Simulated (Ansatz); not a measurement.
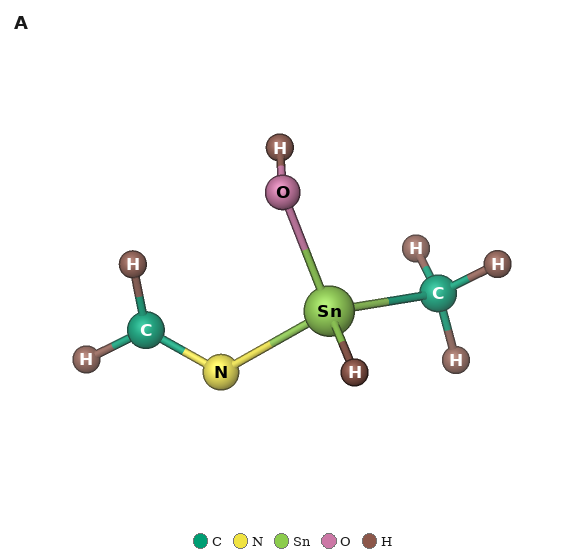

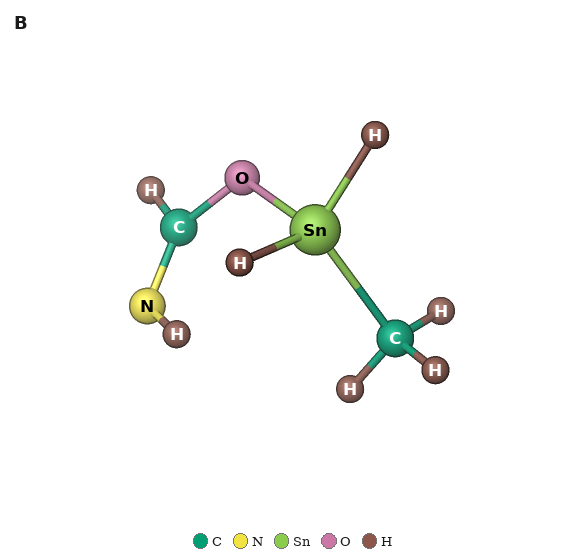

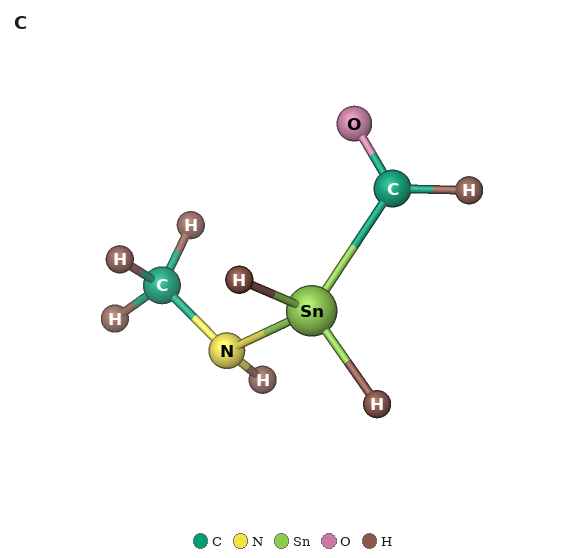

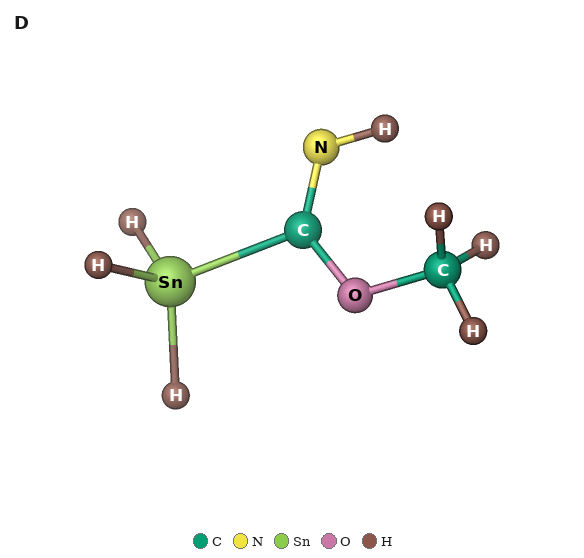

4 stationary structures of one formula. Geometries: PBE-D4/def2-SVP. Electronic energies: PBE-D4/def2-SVP (Ansatz 0.2.0), without zero-point energy. No frequency run is at hand to confirm each as a minimum. Each is one conformer, not always the lowest.

> How are they related?

They are constitutional isomers of C2H7NOSn: A `C=[N][Sn@@H]([CH3])[OH]`, B `[H]/N=C\[O][SnH2][CH3]`, C `C[NH][SnH2][CH]=O`, D `[H]/N=[C](/[SnH3])OC`.

> Which is lowest in energy, and by how much?

B is lowest; A lies 31.7 kJ/mol above it, D lies 101.9 kJ/mol above it, C lies 112.0 kJ/mol above it.
